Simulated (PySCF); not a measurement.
# C2H7AlF2O: electronic excitations at several levels of theory

Aim: compute the electronic excitations of C2H7AlF2O (`FC[O+]([AlH3-])CF`) at several levels, and see how far they spread and what each costs.

Programs: PySCF 2.14.0, with density-fitted response routines of our own. Each step states its level of theory. These are calculated values for one molecule in the gas phase, unless marked as measured. Atoms are numbered from 0 throughout.

### Step 1. Starting geometry

13 atoms, charge 0, multiplicity 1; geometry from: GFN2-xTB. The atoms were then displaced at random by about 0.01 Å, so the start is not that level's minimum.

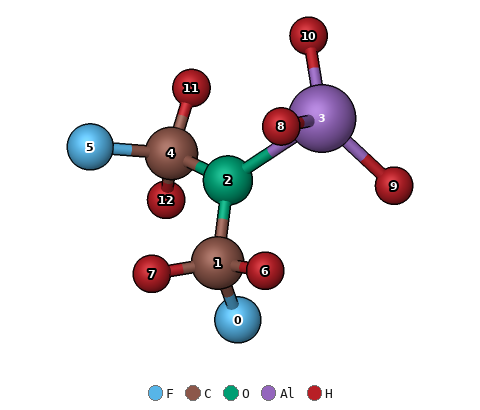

As it starts; fluorine blue, carbon brown, oxygen teal, aluminium purple, hydrogen red, atoms numbered.

### Step 2. Relaxing the molecule at PBE0-D3(BJ)/def2-SVP

Job settings and geometry (Å):

```
{"job": {"xc": "PBE0", "basis": "def2-SVP", "d3": "d3bj", "grid": 1, "shake": 0.01, "kind": "geom"}, "charge": 0, "multiplicity": 1}
F     -1.488620    -1.278920    -1.049320
C     -1.073040    -0.784430     0.136670
O     -0.036390     0.097310    -0.084440
Al     1.661370    -0.548930     0.649750
C     -0.335480     1.278250    -0.736140
F     -1.135240     2.044210     0.072410
H     -0.653550    -1.619790     0.719160
H     -1.901840    -0.293120     0.634320
H      1.130420    -0.652110     2.167790
H      1.683980    -1.896040    -0.152180
H      2.448180     0.692870     0.178100
H      0.613930     1.824160    -0.874730
H     -0.907890     1.119670    -1.671720
```

The run is started by

```sh
$ OMP_NUM_THREADS=1 python probes_run.py task.json out
```

The driver reads the jobs from task.json and runs them one after another.

Standard output:

```text
step   0  E = -596.90326178  max force = 0.031547
step   1  E = -596.91018861  max force = 0.004878
step   2  E = -596.91068910  max force = 0.002757
step   3  E = -596.91079613  max force = 0.000879
step   4  E = -596.91082512  max force = 0.000563
step   5  E = -596.91084834  max force = 0.000716
step   6  E = -596.91086168  max force = 0.000588
step   7  E = -596.91087153  max force = 0.000690
step   8  E = -596.91087750  max force = 0.000490
step   9  E = -596.91088177  max force = 0.000773
step  10  E = -596.91088663  max force = 0.001079
step  11  E = -596.91089747  max force = 0.001132
step  12  E = -596.91091361  max force = 0.001181
step  13  E = -596.91092220  max force = 0.000629
step  14  E = -596.91092335  max force = 0.000400
optimisation converged
```

Wall time 83 s (1 thread of Arm Neoverse V2, shared host); peak memory 0.51 GiB.

Step by step:

| step | energy from step 0 (eV) | largest force component (eV/Å) |
| --- | --- | --- |
| 0 | 0.0000 | 1.6222 |
| 1 | -0.1885 | 0.2508 |
| 2 | -0.2021 | 0.1418 |
| 3 | -0.2050 | 0.0452 |
| 4 | -0.2058 | 0.0290 |
| 5 | -0.2064 | 0.0368 |
| 6 | -0.2068 | 0.0302 |
| 7 | -0.2071 | 0.0355 |
| 8 | -0.2072 | 0.0252 |
| 9 | -0.2074 | 0.0397 |
| 10 | -0.2075 | 0.0555 |
| 11 | -0.2078 | 0.0582 |
| 12 | -0.2082 | 0.0607 |
| 13 | -0.2085 | 0.0323 |
| 14 | -0.2085 | 0.0206 |

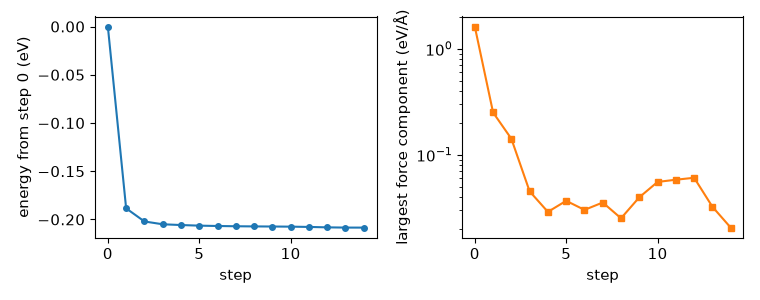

Energy and force, step by step.

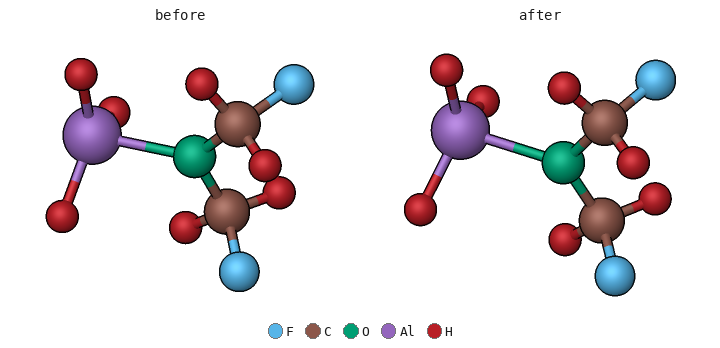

Before and after, at one scale.

Close pairs (by a distance rule), those that changed most:

| bond | before (Å) | after (Å) | change (Å) |
| --- | --- | --- | --- |
| O2–Al3 | 1.959 | 2.053 | +0.094 |
| Al3–H10 | 1.544 | 1.601 | +0.057 |
| Al3–H9 | 1.568 | 1.600 | +0.032 |
| C1–O2 | 1.379 | 1.410 | +0.032 |
| O2–C4 | 1.382 | 1.410 | +0.028 |
| C4–F5 | 1.371 | 1.348 | -0.024 |
| C1–H7 | 1.084 | 1.101 | +0.016 |
| Al3–H8 | 1.612 | 1.601 | -0.011 |

The next job starts from the end point, and lists it.

| at the end point | value |
| --- | --- |
| point group (found at 0.08 Å tolerance) | C1 |
| rotational constants (GHz, main isotopes) | 2.870, 2.120, 1.372 |
| dipole moment (D) | 3.48 |

### Step 3. Ultraviolet spectrum: PBE0/def2-SVP

Job settings and geometry (Å):

```
{"job": {"kind": "uv", "xc": "PBE0", "basis": "def2-SVP"}, "charge": 0, "multiplicity": 1}
F     -1.580942    -1.206236    -1.266095
C     -1.200534    -0.821512    -0.034197
O     -0.069175     0.014244    -0.137139
Al     1.680637    -0.518166     0.795904
C     -0.299336     1.284343    -0.704051
F     -0.999410     2.042120     0.162824
H     -0.885996    -1.690469     0.560645
H     -2.019315    -0.264413     0.446672
H      1.181530    -0.503533     2.316771
H      1.857629    -1.953800     0.112729
H      2.525715     0.725986     0.246914
H      0.694327     1.716791    -0.880794
H     -0.879647     1.158014    -1.630574
```

Method: TDDFT PBE0/def2-SVP, vertical, gas phase, core orbitals frozen in the response.

Standard output:

```text
coarse grid: 11400 points
cycle   1  E = -596.7157323815  dE =  4.977e-01  |g| = 7.448e-01  |ddm| = 3.308e+00
cycle   2  E = -596.6519571700  dE =  6.378e-02  |g| = 9.883e-01  |ddm| = 1.124e+00
cycle   3  E = -596.8155344324  dE = -1.636e-01  |g| = 5.324e-02  |ddm| = 6.522e-01
cycle   4  E = -596.8159299889  dE = -3.956e-04  |g| = 2.525e-02  |ddm| = 5.027e-02
cycle   5  E = -596.8160310167  dE = -1.010e-04  |g| = 8.042e-03  |ddm| = 2.043e-02
cycle   6  E = -596.8160420516  dE = -1.103e-05  |g| = 2.031e-03  |ddm| = 6.606e-03
cycle   7  E = -596.8160429609  dE = -9.093e-07  |g| = 1.356e-04  |ddm| = 1.840e-03
final grid: 106328 points
cycle   8  E = -596.9030445890  dE = -2.246e-05  |g| = 9.460e-03  |ddm| = 1.975e-02
cycle   9  E = -596.9030305690  dE =  1.402e-05  |g| = 1.310e-02  |ddm| = 1.380e-02
cycle  10  E = -596.9030611869  dE = -3.062e-05  |g| = 8.913e-04  |ddm| = 8.075e-03
cycle  11  E = -596.9030613581  dE = -1.712e-07  |g| = 2.297e-04  |ddm| = 8.651e-04
cycle  12  E = -596.9030613659  dE = -7.778e-09  |g| = 8.263e-05  |ddm| = 1.954e-04
cycle  13  E = -596.9030613670  dE = -1.107e-09  |g| = 1.010e-05  |ddm| = 5.886e-05
cycle  14  E = -596.9030613670  dE = -2.365e-11  |g| = 1.380e-06  |ddm| = 1.173e-05
converged SCF energy = -596.9030613670

Static polarisability (au): isotropic 53.197, principal 51.216 51.532 56.845

Singlet excitations
state   eV       nm        f      main configurations
  1   6.4866    191.1   0.00158   H->L 0.99
  2   6.7316    184.2   0.00993   H-1->L 0.99
  3   8.1152    152.8   0.00387   H->L+1 0.55, H->L+2 0.22, H-1->L+1 0.14
  4   8.2224    150.8   0.00119   H->L+1 0.42, H-1->L+1 0.32, H->L+2 0.18
  5   8.4701    146.4   0.07394   H-1->L+1 0.51, H->L+2 0.33, H-1->L+3 0.09
  6   8.7606    141.5   0.02994   H-1->L+2 0.71, H->L+3 0.17
  7   8.8906    139.5   0.03717   H->L+3 0.45, H-1->L+3 0.21, H-1->L+2 0.21
  8   8.9923    137.9   0.12699   H-1->L+3 0.36, H->L+3 0.27, H->L+2 0.16
  9   9.2545    134.0   0.00403   H->L+4 0.74
 10   9.4289    131.5   0.08192   H-1->L+4 0.45, H->L+6 0.19, H-2->L 0.16

Triplet excitations (Tamm-Dancoff, eV): 6.0030 6.1923 7.5424 7.7182
```

It took 15 s on 1 thread of Arm Neoverse V2, shared host; peak memory 0.64 GiB.

The orbitals next to the gap, with their largest atomic shares:

| orbital | eV | atoms |
| --- | --- | --- |
| HOMO−3 | -10.75 | F0 29 %, C1 15 %, O2 14 % |
| HOMO−2 | -10.25 | Al3 32 %, H10 14 %, H9 12 % |
| HOMO−1 | -7.88 | H10 39 %, Al3 38 %, H9 14 % |
| HOMO | -7.66 | Al3 38 %, H8 33 %, H9 26 % |
| LUMO | 0.26 | Al3 75 %, O2 5 % |
| LUMO+1 | 1.49 | H7 18 %, C4 17 %, C1 16 % |
| LUMO+2 | 1.89 | Al3 41 %, H6 16 %, H12 12 % |

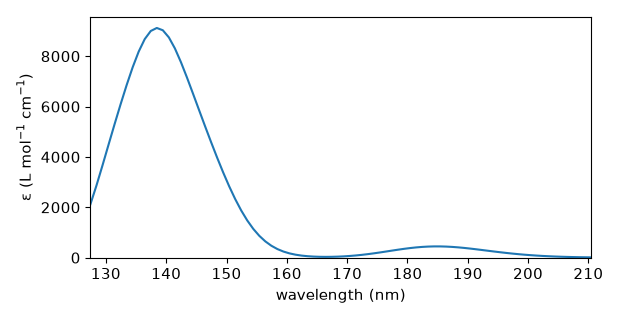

Absorption spectrum: each of the 10 states is a Gaussian band of 0.4 eV half-width at 1/e. Beyond the last state computed it falls off for lack of states.

Ground-state properties from the same run:

| property | computed |
| --- | --- |
| dipole moment (D) | 3.48 |
| polarisability (Å³) | 7.88 |
| HOMO–LUMO gap (eV) | 7.93 |
| −ε(HOMO) (eV) | 7.66 |

### Step 4. TDDFT and polarisability: PBE0/def2-TZVP

The job, as its differences from that of step 3:

```diff
@@ -1,2 +1,2 @@
-{"job": {"kind": "uv", "xc": "PBE0", "basis": "def2-SVP"}, "charge": 0, "multiplicity": 1}
+{"job": {"kind": "uv", "xc": "PBE0", "basis": "def2-TZVP"}, "charge": 0, "multiplicity": 1}
 F     -1.580942    -1.206236    -1.266095
```

Method: TDDFT PBE0/def2-TZVP, vertical, gas phase, core orbitals frozen in the response.

Standard output:

```text
coarse grid: 11400 points
cycle   1  E = -597.3088684477  dE =  5.269e-01  |g| = 7.591e-01  |ddm| = 2.497e+00
cycle   2  E = -597.2352263570  dE =  7.364e-02  |g| = 1.053e+00  |ddm| = 8.433e-01
cycle   3  E = -597.4028309888  dE = -1.676e-01  |g| = 6.109e-02  |ddm| = 4.860e-01
cycle   4  E = -597.4032898212  dE = -4.588e-04  |g| = 2.858e-02  |ddm| = 4.716e-02
cycle   5  E = -597.4034042259  dE = -1.144e-04  |g| = 1.014e-02  |ddm| = 1.850e-02
cycle   6  E = -597.4034199602  dE = -1.573e-05  |g| = 2.616e-03  |ddm| = 5.682e-03
cycle   7  E = -597.4034213195  dE = -1.359e-06  |g| = 3.024e-04  |ddm| = 1.662e-03
final grid: 106328 points
cycle   8  E = -597.4067302805  dE = -6.732e-05  |g| = 1.003e-02  |ddm| = 3.798e-02
cycle   9  E = -597.4067138960  dE =  1.638e-05  |g| = 1.418e-02  |ddm| = 9.855e-03
cycle  10  E = -597.4067467342  dE = -3.284e-05  |g| = 1.208e-03  |ddm| = 6.055e-03
cycle  11  E = -597.4067470208  dE = -2.865e-07  |g| = 3.679e-04  |ddm| = 8.726e-04
cycle  12  E = -597.4067470406  dE = -1.982e-08  |g| = 1.343e-04  |ddm| = 2.095e-04
cycle  13  E = -597.4067470431  dE = -2.482e-09  |g| = 2.021e-05  |ddm| = 7.956e-05
cycle  14  E = -597.4067470431  dE = -6.730e-11  |g| = 2.843e-06  |ddm| = 1.552e-05
converged SCF energy = -597.4067470431

Static polarisability (au): isotropic 61.110, principal 57.205 62.486 63.639

Singlet excitations
state   eV       nm        f      main configurations
  1   6.3508    195.2   0.00110   H->L 0.99
  2   6.5968    187.9   0.00901   H-1->L 0.98
  3   7.6449    162.2   0.00781   H->L+1 0.95
  4   7.7208    160.6   0.00200   H-1->L+1 0.64, H->L+2 0.19
  5   8.0138    154.7   0.04053   H->L+2 0.47, H-1->L+1 0.31, H->L+3 0.12
  6   8.3343    148.8   0.00291   H->L+3 0.57, H-1->L+3 0.28
  7   8.4127    147.4   0.04846   H-1->L+2 0.81
  8   8.4766    146.3   0.08520   H-1->L+3 0.40, H->L+2 0.22, H->L+3 0.19
  9   8.7897    141.1   0.09102   H->L+4 0.51, H-1->L+4 0.24
 10   8.9060    139.2   0.07916   H->L+5 0.89

Triplet excitations (Tamm-Dancoff, eV): 5.8486 6.0403 7.2526 7.3361
```

It took 40 s on 1 thread of Arm Neoverse V2, shared host; peak memory 0.89 GiB.

In short: HOMO -7.71 eV, LUMO 0.05 eV; lowest singlet 6.35 eV.

### Step 5. Excited states and response: PBE0/aug-cc-pVDZ

The job, as its differences from that of step 4:

```diff
@@ -1,2 +1,2 @@
-{"job": {"kind": "uv", "xc": "PBE0", "basis": "def2-TZVP"}, "charge": 0, "multiplicity": 1}
+{"job": {"kind": "uv", "xc": "PBE0", "basis": "aug-cc-pVDZ"}, "charge": 0, "multiplicity": 1}
 F     -1.580942    -1.206236    -1.266095
```

With the program's defaults for keys left out, this is: TDDFT PBE0/aug-cc-pVDZ, vertical, gas phase, core orbitals frozen in the response.

Standard output:

```text
coarse grid: 11400 points
cycle   1  E = -597.1971322104  dE =  5.612e-01  |g| = 6.877e-01  |ddm| = 6.896e+00
cycle   2  E = -597.1374442923  dE =  5.969e-02  |g| = 9.365e-01  |ddm| = 2.043e+00
cycle   3  E = -597.2829699220  dE = -1.455e-01  |g| = 5.705e-02  |ddm| = 1.099e+00
cycle   4  E = -597.2834615502  dE = -4.916e-04  |g| = 2.445e-02  |ddm| = 1.161e-01
cycle   5  E = -597.2835619119  dE = -1.004e-04  |g| = 7.782e-03  |ddm| = 4.096e-02
cycle   6  E = -597.2835715449  dE = -9.633e-06  |g| = 2.752e-03  |ddm| = 1.261e-02
final grid: 106328 points
cycle   7  E = -597.2918977649  dE = -3.466e-05  |g| = 8.734e-03  |ddm| = 1.258e-01
cycle   8  E = -597.2918910480  dE =  6.717e-06  |g| = 1.103e-02  |ddm| = 3.161e-02
cycle   9  E = -597.2919135243  dE = -2.248e-05  |g| = 1.020e-03  |ddm| = 1.507e-02
cycle  10  E = -597.2919137237  dE = -1.994e-07  |g| = 1.581e-04  |ddm| = 1.774e-03
cycle  11  E = -597.2919137278  dE = -4.128e-09  |g| = 3.531e-05  |ddm| = 3.125e-04
cycle  12  E = -597.2919137280  dE = -1.567e-10  |g| = 2.635e-05  |ddm| = 1.105e-04
converged SCF energy = -597.2919137280

Static polarisability (au): isotropic 66.270, principal 62.635 68.020 68.156

Singlet excitations
state   eV       nm        f      main configurations
  1   6.2398    198.7   0.00251   H->L 0.50, H->L+1 0.47
  2   6.4920    191.0   0.01353   H-1->L 0.51, H-1->L+1 0.44
  3   6.7544    183.6   0.01862   H->L+1 0.49, H->L 0.46
  4   6.9703    177.9   0.02900   H-1->L+1 0.52, H-1->L 0.44
  5   7.1111    174.4   0.00363   H->L+2 0.72
  6   7.2434    171.2   0.03759   H->L+3 0.52, H->L+4 0.25, H->L+2 0.17
  7   7.3034    169.8   0.01011   H-1->L+2 0.67, H-1->L+3 0.11
  8   7.4077    167.4   0.02270   H->L+4 0.57, H->L+3 0.32
  9   7.5060    165.2   0.06555   H-1->L+3 0.37, H-1->L+4 0.33, H-1->L+2 0.22
 10   7.5825    163.5   0.02477   H-1->L+4 0.53, H-1->L+3 0.32

Triplet excitations (Tamm-Dancoff, eV): 5.7693 5.9656 6.6566 6.8459
```

Run time: 32 s. Hardware: 1 thread of Arm Neoverse V2, shared host; peak memory 0.86 GiB.

This run: HOMO -7.72 eV, LUMO -0.31 eV; lowest singlet 6.24 eV.

### Step 6. Excited states and response: PBE0/def2-TZVPD

The job, as its differences from that of step 5:

```diff
@@ -1,2 +1,2 @@
-{"job": {"kind": "uv", "xc": "PBE0", "basis": "aug-cc-pVDZ"}, "charge": 0, "multiplicity": 1}
+{"job": {"kind": "uv", "xc": "PBE0", "basis": "def2-TZVPD"}, "charge": 0, "multiplicity": 1}
 F     -1.580942    -1.206236    -1.266095
```

Level: TDDFT PBE0/def2-TZVPD, vertical, gas phase, core orbitals frozen in the response.

Standard output:

```text
coarse grid: 11400 points
cycle   1  E = -597.3108164424  dE =  5.293e-01  |g| = 7.593e-01  |ddm| = 2.851e+00
cycle   2  E = -597.2358753644  dE =  7.494e-02  |g| = 1.058e+00  |ddm| = 1.181e+00
cycle   3  E = -597.4048682297  dE = -1.690e-01  |g| = 6.363e-02  |ddm| = 5.140e-01
cycle   4  E = -597.4053605880  dE = -4.924e-04  |g| = 3.034e-02  |ddm| = 6.215e-02
cycle   5  E = -597.4054917131  dE = -1.311e-04  |g| = 1.040e-02  |ddm| = 2.356e-02
cycle   6  E = -597.4055082649  dE = -1.655e-05  |g| = 2.736e-03  |ddm| = 8.984e-03
cycle   7  E = -597.4055097572  dE = -1.492e-06  |g| = 3.029e-04  |ddm| = 2.537e-03
final grid: 106328 points
cycle   8  E = -597.4088453297  dE = -7.348e-05  |g| = 1.005e-02  |ddm| = 1.446e-01
cycle   9  E = -597.4088288480  dE =  1.648e-05  |g| = 1.422e-02  |ddm| = 1.352e-02
cycle  10  E = -597.4088618652  dE = -3.302e-05  |g| = 1.225e-03  |ddm| = 6.863e-03
cycle  11  E = -597.4088621581  dE = -2.929e-07  |g| = 3.778e-04  |ddm| = 1.132e-03
cycle  12  E = -597.4088621791  dE = -2.103e-08  |g| = 1.405e-04  |ddm| = 3.071e-04
cycle  13  E = -597.4088621818  dE = -2.729e-09  |g| = 2.160e-05  |ddm| = 1.027e-04
cycle  14  E = -597.4088621819  dE = -7.549e-11  |g| = 3.084e-06  |ddm| = 3.077e-05
converged SCF energy = -597.4088621819

Static polarisability (au): isotropic 66.087, principal 62.217 67.878 68.166

Singlet excitations
state   eV       nm        f      main configurations
  1   6.2706    197.7   0.00210   H->L 0.77, H->L+1 0.22
  2   6.5139    190.3   0.01205   H-1->L 0.77, H-1->L+1 0.21
  3   6.9340    178.8   0.02355   H->L+1 0.76, H->L 0.21
  4   7.1333    173.8   0.03519   H-1->L+1 0.76, H-1->L 0.19
  5   7.3412    168.9   0.03967   H->L+3 0.60, H-1->L+2 0.12
  6   7.4256    167.0   0.03772   H->L+2 0.41, H->L+3 0.30, H-1->L+3 0.11
  7   7.5687    163.8   0.05056   H->L+2 0.48, H-1->L+3 0.23, H-1->L+2 0.21
  8   7.7245    160.5   0.09047   H-1->L+3 0.43, H->L+4 0.21, H-1->L+2 0.12
  9   7.7549    159.9   0.03657   H->L+4 0.39, H-1->L+2 0.35, H-1->L+3 0.11
 10   7.8819    157.3   0.03320   H->L+5 0.48, H->L+4 0.21, H->L+6 0.12

Triplet excitations (Tamm-Dancoff, eV): 5.7829 5.9712 6.8114 6.9507
```

Wall time 59 s (1 thread of Arm Neoverse V2, shared host); peak memory 1.1 GiB.

This run: HOMO -7.72 eV, LUMO -0.16 eV; lowest singlet 6.27 eV.

### Step 7. Excited states and response: PBE0/6-31+G*

The job, as its differences from that of step 6:

```diff
@@ -1,2 +1,2 @@
-{"job": {"kind": "uv", "xc": "PBE0", "basis": "def2-TZVPD"}, "charge": 0, "multiplicity": 1}
+{"job": {"kind": "uv", "xc": "PBE0", "basis": "6-31+G*"}, "charge": 0, "multiplicity": 1}
 F     -1.580942    -1.206236    -1.266095
```

Method: TDDFT PBE0/6-31+G*, vertical, gas phase, core orbitals frozen in the response.

Standard output:

```text
coarse grid: 11400 points
cycle   1  E = -597.1854183435  dE =  5.374e-01  |g| = 6.661e-01  |ddm| = 3.036e+00
cycle   2  E = -597.1316388616  dE =  5.378e-02  |g| = 9.022e-01  |ddm| = 1.010e+00
cycle   3  E = -597.2678338434  dE = -1.362e-01  |g| = 5.406e-02  |ddm| = 5.600e-01
cycle   4  E = -597.2682787177  dE = -4.449e-04  |g| = 2.396e-02  |ddm| = 5.937e-02
cycle   5  E = -597.2683789301  dE = -1.002e-04  |g| = 7.195e-03  |ddm| = 1.981e-02
cycle   6  E = -597.2683871645  dE = -8.234e-06  |g| = 2.607e-03  |ddm| = 7.073e-03
final grid: 106328 points
cycle   7  E = -597.2410484122  dE = -2.223e-05  |g| = 9.201e-03  |ddm| = 3.375e-02
cycle   8  E = -597.2410396574  dE =  8.755e-06  |g| = 1.194e-02  |ddm| = 1.368e-02
cycle   9  E = -597.2410655202  dE = -2.586e-05  |g| = 9.721e-04  |ddm| = 7.221e-03
cycle  10  E = -597.2410657101  dE = -1.899e-07  |g| = 1.192e-04  |ddm| = 8.635e-04
cycle  11  E = -597.2410657123  dE = -2.172e-09  |g| = 4.670e-05  |ddm| = 1.434e-04
cycle  12  E = -597.2410657127  dE = -3.470e-10  |g| = 2.455e-05  |ddm| = 5.827e-05
converged SCF energy = -597.2410657127

Static polarisability (au): isotropic 58.394, principal 55.627 59.713 59.841

Singlet excitations
state   eV       nm        f      main configurations
  1   6.3378    195.6   0.00510   H->L 0.70, H->L+1 0.28
  2   6.5822    188.4   0.01054   H-1->L 0.71, H-1->L+1 0.27
  3   6.9598    178.1   0.03123   H->L+1 0.69, H->L 0.27
  4   7.1797    172.7   0.03494   H-1->L+1 0.70, H-1->L 0.26
  5   7.4343    166.8   0.02929   H->L+3 0.46, H->L+2 0.41
  6   7.5046    165.2   0.04121   H->L+3 0.46, H->L+2 0.43
  7   7.6099    162.9   0.03675   H-1->L+2 0.55, H-1->L+3 0.27, H->L+2 0.14
  8   7.7356    160.3   0.01419   H->L+4 0.87
  9   7.7978    159.0   0.06137   H-1->L+3 0.53, H-1->L+2 0.31, H-1->L+4 0.12
 10   7.9356    156.2   0.00094   H-1->L+4 0.77, H-1->L+3 0.10

Triplet excitations (Tamm-Dancoff, eV): 5.9193 6.1270 6.8416 7.0536
```

Run time: 15 s. Hardware: 1 thread of Arm Neoverse V2, shared host; peak memory 0.69 GiB.

In short: HOMO -7.74 eV, LUMO -0.13 eV; lowest singlet 6.34 eV.

### Step 8. Side by side: electronic excitations

Excitations and ground-state properties, with basis size and wall time:

| run | lowest singlet (eV) | brightest (eV) | f | gap (eV) | α (Å³) | μ (D) | functions | time |
| --- | --- | --- | --- | --- | --- | --- | --- | --- |
| PBE0/def2-SVP | 6.49 | 8.99 | 0.127 | 7.93 | 7.88 | 3.48 | 123 | 15 s |
| PBE0/def2-TZVP | 6.35 | 8.79 | 0.091 | 7.76 | 9.06 | 3.31 | 234 | 40 s |
| PBE0/aug-cc-pVDZ | 6.24 | 7.51 | 0.066 | 7.41 | 9.82 | 3.22 | 205 | 32 s |
| PBE0/def2-TZVPD | 6.27 | 7.72 | 0.090 | 7.56 | 9.79 | 3.25 | 300 | 59 s |
| PBE0/6-31+G* | 6.34 | 7.80 | 0.061 | 7.61 | 8.65 | 3.22 | 126 | 15 s |

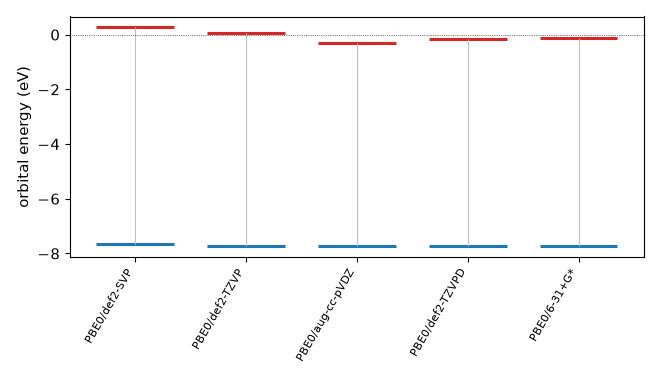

HOMO (blue) and LUMO (red) run by run.

### Step 9. Summary of results

| quantity | value |
| --- | --- |
| point group | C1 |
| rotational constants (main isotopes) | 2.87, 2.12, 1.37 GHz |
| lowest singlet (PBE0/def2-SVP) | 6.49 eV (191 nm), f = 0.002 |
| brightest single state of those computed | state 8, 8.99 eV, f = 0.127 |
| lowest triplet | 6.00 eV |
| range of the lowest singlet | 6.24 to 6.49 eV |

**Reading.** Single values in the summary come from the first run of each kind that ended normally (PBE0/def2-SVP), which need not be the best level. Over 14 steps the energy fell by 0.208 eV; of the close pairs, O2–Al3 changed most, 1.959 to 2.053 Å. The lowest singlet, at 6.49 eV, is HOMO→LUMO 0.99 and is weak; of the 10 states computed, the strongest absorption comes from state 8 at 8.99 eV (the last state computed is bright too, and its partners may lie past the list). The lowest triplet lies 0.48 eV below the lowest singlet (triplets in Tamm-Dancoff, singlets in full TDDFT). States above −ε(HOMO) lie where TDDFT describes them poorly and they hang on the basis; the brightest is among them. The basis of PBE0/def2-SVP has no diffuse functions, so Rydberg states are missing and the high states are unreliable. The lowest singlet runs from 6.24 eV (PBE0/aug-cc-pVDZ) to 6.49 eV (PBE0/def2-SVP), while the orbital gap spans 7.41 to 7.93 eV. The lowest state need not be the same one in every run.
